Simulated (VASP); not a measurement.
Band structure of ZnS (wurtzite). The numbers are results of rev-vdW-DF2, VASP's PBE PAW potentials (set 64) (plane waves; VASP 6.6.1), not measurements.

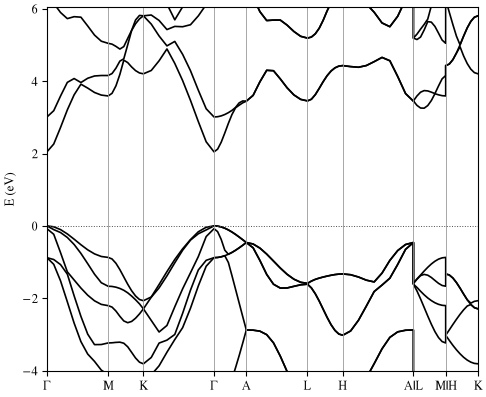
Figure: Bands along high-symmetry lines, zero at the valence-band maximum or, without a gap, the Fermi level

Read the plot: is there a gap, and where are the band edges?

The gap is direct, 2.05 eV, from the valence maximum at Γ to the conduction minimum at Γ. (Edges off the drawn lines would not show.)

Measured: gap 3.91 eV (computed value off by -1.86 eV), as given by Mehmet Aras et al., The Journal of Chemical Physics (2014), arXiv:1312.4272.

The compound is ZnS in the wurtzite structure, the high-temperature form. It was relaxed first.
